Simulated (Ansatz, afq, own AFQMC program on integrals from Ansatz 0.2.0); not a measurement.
# NH (triplet): quantum Monte Carlo beside coupled cluster at distance N1–H2 = 1.040 Å, cc-pVDZ, part 2 of 2

Ansatz 0.2.0, Gaussian basis, and an in-house AFQMC program (afq) on its integrals; all values are calculated; cc-pVDZ, frozen cores.

### 14 Phaseless AFQMC, CISD trial on UHF

It reads the integrals that the CCSD(T) run on this determinant wrote.

The run is started by

```
> afq ham --method phaseless --trial cisd --walkers 4000 --populations 20 --least-time 60 --time-step 0.005 --steps-per-block 50 --equilibration-blocks 28 --max-blocks 4000 --target-error 0.00015 --factor-cut 1e-05 --start spin_pure --seed 4254 --release-times 0.24,0.51,0.99,1.62,2.4 --release-step 0.03 --release-every 3 --taylor-order 6
```

Log:

```text
orbitals 18  electrons 4 2  factors 117 of 182
reference energy -54.96649754 Eh
CCSD correlation -0.12339825 Eh in 10 cycles, weight of the determinant in the CISD state 0.9566
energy of the start -55.089779 Eh
 block  time / (1/Eh)  mean weight  energy / Eh
     1     0.250  1.0001  -55.089686
     2     0.500  1.0000  -55.090330
     3     0.750  1.0001  -55.090869
     4     1.000  0.9999  -55.091282
     5     1.250  0.9997  -55.091551
     6     1.500  1.0000  -55.091432
     7     1.750  1.0000  -55.091478
     8     2.000  0.9998  -55.091358
     9     2.250  1.0000  -55.091735
    10     2.500  0.9997  -55.091777
    11     2.750  1.0001  -55.091771
    12     3.000  0.9997  -55.091875
    13     3.250  1.0001  -55.091921
    14     3.500  0.9999  -55.091801
    15     3.750  1.0002  -55.091906
    16     4.000  0.9999  -55.091837
    17     4.250  1.0002  -55.091900
    18     4.500  0.9998  -55.091838
    19     4.750  1.0001  -55.091717
    20     5.000  1.0000  -55.091686
    21     5.250  1.0000  -55.091803
    22     5.500  1.0001  -55.091770
    23     5.750  0.9999  -55.091955
    24     6.000  0.9997  -55.091687
    25     6.250  0.9999  -55.091869
    26     6.500  1.0000  -55.091691
    27     6.750  1.0000  -55.092059
    28     7.000  1.0001  -55.091726
    29     7.250  0.9999  -55.091789
    30     7.500  0.9998  -55.091726
    31     7.750  0.9997  -55.091502
    32     8.000  1.0001  -55.091590
    33     8.250  1.0002  -55.091618
    34     8.500  1.0000  -55.091661
    35     8.750  1.0001  -55.092005
    36     9.000  0.9999  -55.092006
    37     9.250  0.9999  -55.091908
    38     9.500  1.0004  -55.091704
    39     9.750  0.9999  -55.091550
    40    10.000  1.0000  -55.091690
    41    10.250  1.0002  -55.091780
    42    10.500  1.0002  -55.091799
    43    10.750  0.9998  -55.091801
    44    11.000  1.0001  -55.091754
    45    11.250  1.0000  -55.091666
    46    11.500  1.0003  -55.091725
    47    11.750  1.0002  -55.091809
    48    12.000  1.0000  -55.091937
    49    12.250  0.9998  -55.091760
    50    12.500  1.0000  -55.091729
    51    12.750  0.9999  -55.092028
    52    13.000  1.0001  -55.091760
    53    13.250  1.0001  -55.091834
    54    13.500  0.9999  -55.092005
    55    13.750  1.0003  -55.091777
    56    14.000  0.9999  -55.091920
    57    14.250  0.9999  -55.091643
    58    14.500  1.0001  -55.091742
    59    14.750  1.0001  -55.091688
    60    15.000  0.9997  -55.091751
    61    15.250  1.0001  -55.091678
    62    15.500  1.0001  -55.091709
    63    15.750  1.0001  -55.091869
    64    16.000  1.0000  -55.091694
    65    16.250  1.0002  -55.091602
    66    16.500  1.0000  -55.091648
    67    16.750  0.9999  -55.091971
    68    17.000  1.0002  -55.091726
    69    17.250  0.9997  -55.091861
    70    17.500  1.0000  -55.091907
    71    17.750  1.0004  -55.091846
    72    18.000  1.0000  -55.091657
    73    18.250  0.9999  -55.091647
    74    18.500  0.9997  -55.091713
    75    18.750  1.0000  -55.091913
    76    19.000  1.0003  -55.091639
    77    19.250  0.9998  -55.091579
    78    19.500  1.0000  -55.091586
error from the spread of 20 populations
released: time / (1/Eh)  energy / Eh  error  mean overlap
  0.24  -55.344233  0.252418  1.0005
  0.51  -55.091851  0.000017  0.9999
  0.99  -55.091877  0.000020  0.9976
  1.62  -55.091885  0.000026  0.9938
  2.40  -55.091869  0.000025  0.9930
energy -55.091758 +/- 0.000029 Eh
```

It took 24 s on 1 × NVIDIA H100 80GB HBM3 with 2 threads of AMD EPYC 7R13 (Zen 3), shared host.

Energy -1499.1231 ± 0.0008 eV. Caveats: constraint bias not in the error.

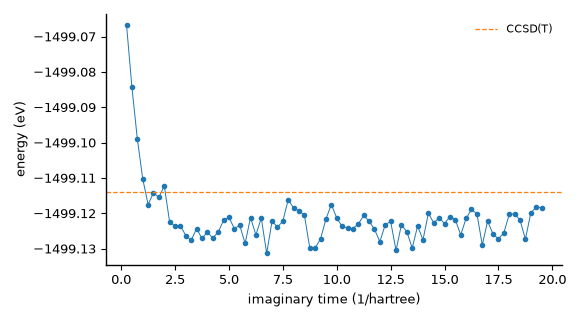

Block energies along the walk.

### 15 Phaseless AFQMC, single-determinant trial on UHF

It reads the integrals that the CCSD(T) run on this determinant wrote.

The run is started by

```
> afq ham --method phaseless --trial hf --walkers 4000 --populations 20 --least-time 40 --time-step 0.005 --steps-per-block 20 --equilibration-blocks 112 --max-blocks 4000 --target-error 0.0007499999999999999 --factor-cut 1e-05 --start spin_pure --seed 868 --taylor-order 6
```

Log:

```text
orbitals 18  electrons 4 2  factors 117 of 182
reference energy -54.96649754 Eh
CCSD correlation -0.12339825 Eh in 10 cycles, weight of the determinant in the CISD state 0.9566
energy of the start -54.966864 Eh
 block  time / (1/Eh)  mean weight  energy / Eh
     1     0.100  1.0006  -54.999207
     2     0.200  1.0010  -55.022676
     3     0.300  1.0008  -55.039462
     4     0.400  1.0008  -55.051772
     5     0.500  1.0007  -55.061629
     6     0.600  1.0009  -55.069275
     7     0.700  1.0006  -55.074826
     8     0.800  1.0002  -55.078202
     9     0.900  1.0004  -55.080995
    10     1.000  1.0000  -55.082390
    13     1.300  1.0001  -55.088431
    17     1.700  1.0000  -55.087910
    21     2.100  1.0001  -55.092163
    25     2.500  1.0002  -55.090104
    29     2.900  1.0001  -55.092573
    33     3.300  0.9999  -55.089918
    37     3.700  0.9999  -55.090588
    41     4.100  1.0002  -55.091678
    45     4.500  1.0002  -55.089756
    49     4.900  1.0002  -55.091098
    53     5.300  1.0001  -55.091005
    57     5.700  0.9998  -55.088341
    61     6.100  0.9999  -55.090831
    65     6.500  0.9998  -55.091008
    69     6.900  1.0002  -55.095019
    73     7.300  1.0001  -55.092861
    77     7.700  1.0002  -55.092603
    81     8.100  0.9998  -55.092482
    85     8.500  1.0003  -55.089280
    89     8.900  1.0000  -55.089862
    93     9.300  1.0001  -55.093470
    97     9.700  0.9998  -55.085857
   101    10.100  1.0001  -55.088911
   105    10.500  0.9996  -55.091744
   109    10.900  0.9998  -55.092001
   113    11.300  0.9998  -55.092408
   117    11.700  1.0000  -55.093363
   121    12.100  0.9998  -55.089431
   125    12.500  1.0000  -55.088823
   129    12.900  1.0000  -55.090923
   133    13.300  0.9997  -55.093152
   137    13.700  0.9999  -55.091625
   141    14.100  1.0001  -55.089816
   145    14.500  1.0003  -55.090188
   149    14.900  1.0001  -55.087644
   153    15.300  0.9999  -55.090988
   157    15.700  1.0000  -55.091138
   161    16.100  1.0000  -55.092173
   165    16.500  0.9998  -55.088563
   169    16.900  1.0000  -55.088571
   173    17.300  0.9998  -55.090713
   177    17.700  1.0003  -55.089619
   181    18.100  1.0001  -55.091077
   185    18.500  1.0000  -55.094412
   189    18.900  1.0002  -55.091133
error from the spread of 20 populations
energy -55.090813 +/- 0.000611 Eh
```

Run time: 16 s. Hardware: 1 × NVIDIA H100 80GB HBM3 with 2 threads of AMD EPYC 7R13 (Zen 3), shared host.

Energy -1499.0974 ± 0.0166 eV. Caveats: constraint bias not in the error.

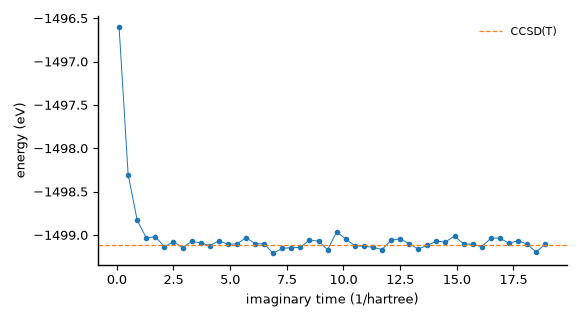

Block energies along the walk.

### 16 Free-projection AFQMC, CISD trial on UHF

It reads the integrals that the CCSD(T) run on this determinant wrote.

The run is started by

```
> afq ham --method free --trial cisd --walkers 4000 --time-step 0.03 --max-blocks 4000 --target-error 0.0003 --factor-cut 1e-05 --seed 6124 --times 0,0.3,0.6,1.2,1.8,2.4,3.6,4.8,6 --taylor-order 8
```

Log:

```text
orbitals 18  electrons 4 2  factors 117 of 182
reference energy -54.96649754 Eh
CCSD correlation -0.12339825 Eh in 10 cycles, weight of the determinant in the CISD state 0.9566
repeat  energy at the last time / Eh  error
    10  -55.091812  0.000075
    20  -55.091817  0.000041
    30  -55.091829  0.000037
time / (1/Eh)  energy / Eh  error  mean overlap
  0.00  -55.089902  0.000005  1.0453
  0.30  -55.091320  0.000009  1.0464
  0.60  -55.091664  0.000014  1.0471
  1.20  -55.091815  0.000016  1.0465
  1.80  -55.091829  0.000016  1.0465
  2.40  -55.091840  0.000015  1.0446
  3.60  -55.091829  0.000022  1.0407
  4.80  -55.091844  0.000024  1.0380
  6.00  -55.091832  0.000036  1.0352
energy -55.091832 +/- 0.000036 Eh
```

Run time: 14 s. Hardware: 1 × NVIDIA H100 80GB HBM3 with 2 threads of AMD EPYC 7R13 (Zen 3), shared host.

Energy -1499.1251 ± 0.0010 eV. Caveats: remainder of the start not in the error.

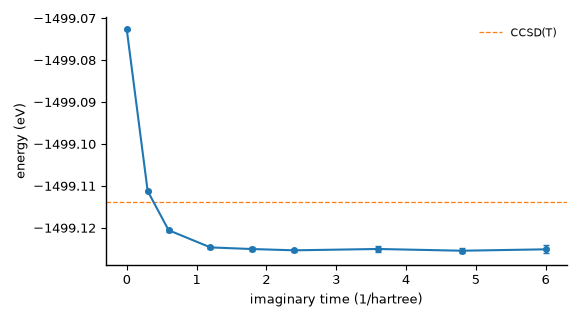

Energy against projection time, with error bars.

### 17 Phaseless AFQMC, CISD trial on UHF (settings varied)

It reads the integrals that the CCSD(T) run on this determinant wrote.

The run is started by

```
> afq ham --method phaseless --trial cisd --walkers 160 --populations 1 --least-time 40 --time-step 0.02 --steps-per-block 25 --equilibration-blocks 20 --max-blocks 40 --target-error 0.00058 --factor-cut 1e-06 --start spin_pure --seed 7871 --taylor-order 6
```

Log:

```text
orbitals 18  electrons 4 2  factors 131 of 182
reference energy -54.96649754 Eh
CCSD correlation -0.12339818 Eh in 10 cycles, weight of the determinant in the CISD state 0.9566
energy of the start -55.089778 Eh
 block  time / (1/Eh)  mean weight  energy / Eh
     1     0.500  1.0014  -55.090536
     2     1.000  0.9940  -55.091422
     3     1.500  1.0027  -55.091381
     4     2.000  1.0032  -55.091416
     5     2.500  0.9975  -55.092626
     6     3.000  1.0039  -55.091463
     7     3.500  1.0030  -55.091927
     8     4.000  0.9997  -55.091632
     9     4.500  0.9998  -55.090932
    10     5.000  0.9947  -55.091600
    11     5.500  1.0001  -55.092181
    12     6.000  0.9979  -55.092374
    13     6.500  1.0053  -55.091995
    14     7.000  1.0012  -55.091431
    15     7.500  0.9933  -55.091219
    16     8.000  1.0007  -55.090887
    17     8.500  1.0007  -55.091302
    18     9.000  1.0018  -55.091614
    19     9.500  1.0003  -55.090847
    20    10.000  1.0040  -55.091658
    21    10.500  0.9955  -55.090769
    22    11.000  0.9998  -55.092018
    23    11.500  1.0025  -55.092282
    24    12.000  1.0050  -55.092113
    25    12.500  1.0009  -55.091849
    26    13.000  1.0018  -55.091132
    27    13.500  1.0007  -55.092085
    28    14.000  0.9982  -55.091476
    29    14.500  0.9937  -55.092276
    30    15.000  1.0013  -55.091044
    31    15.500  1.0012  -55.092348
    32    16.000  1.0040  -55.091355
    33    16.500  1.0025  -55.092199
    34    17.000  1.0018  -55.091845
    35    17.500  0.9955  -55.091505
    36    18.000  1.0035  -55.092070
    37    18.500  1.0000  -55.091737
    38    19.000  1.0025  -55.092598
    39    19.500  0.9957  -55.092525
    40    20.000  0.9975  -55.093289
    41    20.500  1.0008  -55.091457
    42    21.000  0.9999  -55.090666
    43    21.500  1.0075  -55.091404
    44    22.000  0.9949  -55.091067
    45    22.500  1.0056  -55.091360
    46    23.000  0.9970  -55.091265
    47    23.500  0.9998  -55.091801
    48    24.000  1.0000  -55.091716
    49    24.500  0.9947  -55.091680
    50    25.000  1.0041  -55.091479
    51    25.500  0.9900  -55.092368
    52    26.000  1.0018  -55.090806
    53    26.500  1.0001  -55.090986
    54    27.000  1.0040  -55.091310
    55    27.500  1.0022  -55.091198
    56    28.000  1.0041  -55.092440
    57    28.500  1.0025  -55.092484
    58    29.000  1.0013  -55.093087
    59    29.500  1.0005  -55.091781
    60    30.000  0.9994  -55.090987
blocks merged  error / Eh  count
     1  0.000099  40
     2  0.000110  20
     4  0.000119  10
energy -55.091746 +/- 0.000110 Eh
```

It took 7.6 s on 1 × NVIDIA H100 80GB HBM3 with 2 threads of AMD EPYC 7R13 (Zen 3), shared host.

Energy -1499.1228 ± 0.0030 eV. The run doesn't count as converged. Caveats: constraint bias not in the error; error not settled.

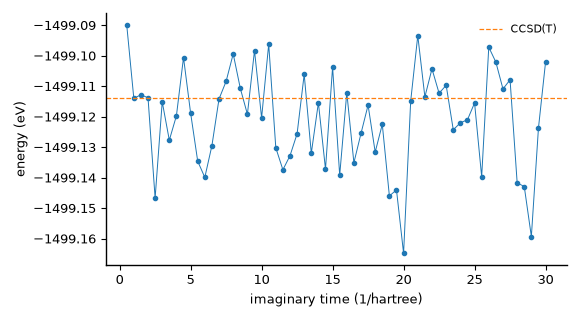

Block energies along the walk.

### 18 All levels side by side

The full CI on restricted orbitals is not used as the yardstick for these unrestricted rows.

On the UHF determinant, counted from CCSDTQ (a yardstick, not exact):

| level | energy (eV) | from CCSDTQ (kcal/mol) | statistical error (kcal/mol) | time |
| --- | --- | --- | --- | --- |
| HF | -1495.7146 | +78.65 |  |  |
| MP2 | -1498.5392 | +13.51 |  |  |
| CCSD | -1499.0724 | +1.21 |  |  |
| CCSD(T) | -1499.1139 | +0.26 |  |  |
| CCSDT(Q) | -1499.1246 | +0.01 |  |  |
| CCSDTQ | -1499.1250 | 0.00 |  |  |
| Phaseless AFQMC, CISD trial, step 0.005, 4000 walkers | -1499.1231 | +0.04 | 0.02 | 24 s |
| Phaseless AFQMC, single-determinant trial, step 0.005, 4000 walkers | -1499.0974 | +0.64 | 0.38 | 16 s |
| Free-projection AFQMC, CISD trial, step 0.03, 4000 walkers | -1499.1251 | 0.00 | 0.02 | 14 s |

The functionals' totals stand on their own zeros and serve differences with other points: PBE -1500.699 eV; r2SCAN -1501.924 eV; PBE0 -1500.988 eV; B3LYP -1502.699 eV; wB97M-V -1502.054 eV; B2PLYP -1501.306 eV.

### 19 Results

This closing draws on all 2 parts.

| quantity | value |
| --- | --- |
| CCSD(T) on UHF from CCSDTQ | +0.26 kcal/mol |
| Phaseless AFQMC, CISD trial on UHF from CCSDTQ | +0.04 ± 0.02 kcal/mol |
| Phaseless AFQMC, single-determinant trial on UHF from CCSDTQ | +0.64 ± 0.38 kcal/mol |
| Free-projection AFQMC, CISD trial on UHF from CCSDTQ | 0.00 ± 0.02 kcal/mol |

In words: On UHF the phaseless walk with the CISD trial lies +0.04 kcal/mol from CCSDTQ, within three error bars. Free projection has no constraint; at the last time it gives 0.00 ± 0.02 kcal/mol, and from a start that isn't spin pure other spins can mix in. Error bars are statistical and leave out the constraint, the time step and what remains of the start.
